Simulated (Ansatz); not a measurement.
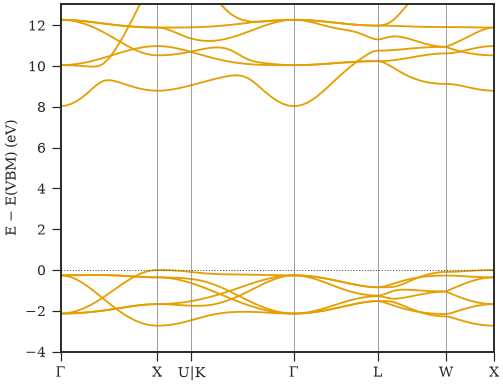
Band structure from plane-wave PAW r²SCAN (Ansatz code)

### Question
Read off the gap and where the band edges lie.

### Answer
About 8.0 eV (8.03 eV by a search for the band edges); maximum at X, minimum at Γ.

The material is CaF$_{2}$ (fluorite, Fm-3m).

The r²SCAN relaxation kept the symmetry of its start.

Potentials: the later of the program's two PAW sets.
